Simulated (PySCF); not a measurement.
**C7H16FNSi: density, localisation and related maps**

The calculation's input:

```
{"job": {"kind": "nmr", "xc": "PBE0", "basis": "pcSseg-1"}, "charge": 0, "multiplicity": 1}
C      3.751322    -0.444781    -0.326760
C      2.320896    -0.431054     0.190797
C      1.445354     0.633862    -0.469796
Si    -0.322384     0.682959     0.166989
N     -1.189093     1.883210    -0.732878
C     -2.619638     2.071814    -0.691722
C     -1.206667    -0.950309    -0.027177
C     -1.025356    -2.087179     0.971463
C     -2.305639    -1.351260     0.906422
F     -3.382219    -1.983787     0.372678
H      3.779171    -0.640343    -1.410915
H      4.246946     0.524366    -0.154671
H      4.355882    -1.221044     0.167427
H      2.328376    -0.276627     1.284337
H      1.866502    -1.425035     0.036476
H      1.898200     1.632728    -0.326966
H      1.406885     0.474777    -1.562480
H     -0.281898     0.917827     1.659634
H     -0.677134     2.714324    -1.007731
H     -2.992303     2.509992    -1.632850
H     -3.123321     1.099074    -0.578101
H     -2.970219     2.719144     0.136719
H     -1.383548    -1.284997    -1.056323
H     -1.028765    -3.102788     0.567475
H     -0.374239    -1.939249     1.838709
H     -2.597673    -0.687047     1.728126
```

Run with:

```sh
OMP_NUM_THREADS=1 python probes_run.py task.json out
```

Geometry: PBE0-D3(BJ)/def2-SVP.

Level of theory: PBE0/pcSseg-1, SCF density, gas phase, non-relativistic (PySCF).

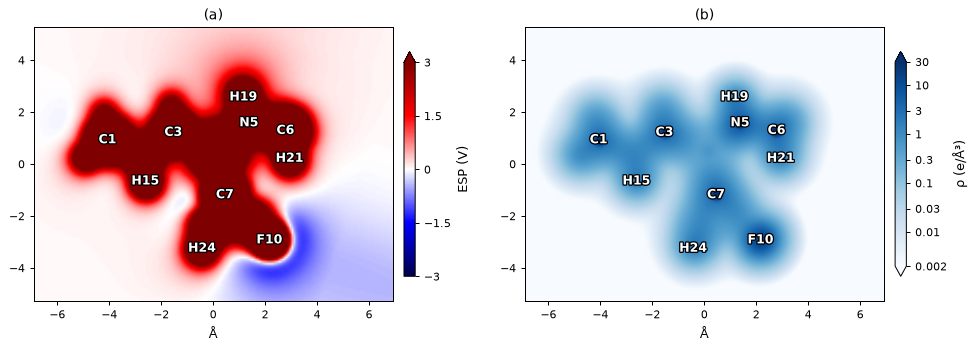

Figure 1. (a) electrostatic potential; (b) electron density on the plane of atoms C6, N5 and H19.

Question: Read the bonding off the picture.

Answer: The section cuts through C, N, F and H sites. C–N (1.44 Å): ρ is about 1.9 e/Å³ halfway. N–H (1.01 Å): the density is about 2.8 e/Å³ at the midpoint. Outside the dense part of the molecule the potential is most negative (−1.2 V) near F10.

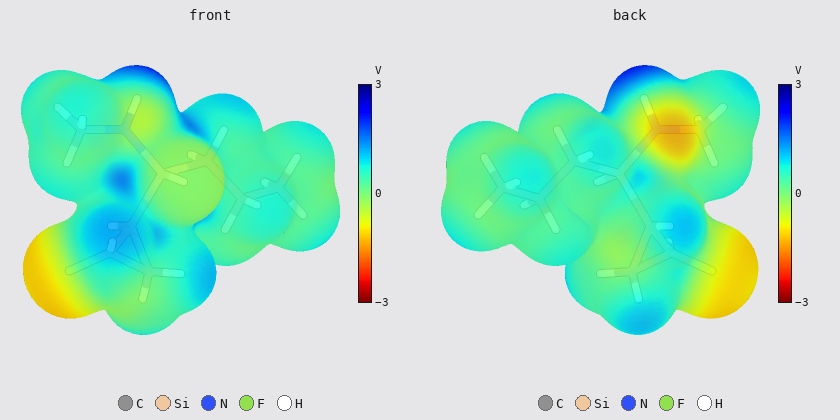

Figure 2. The molecular electrostatic potential painted on the density surface at 0.004 e/bohr³, seen from the front and from behind; the colour scale runs from red (negative) to blue (positive).

Question: Where is the surface potential most negative and most positive?

Answer: The most negative region (about −1.3 V) lies over N5, the most positive (about +2.0 V) over H19. N5 is the likeliest acceptor of a hydrogen bond.
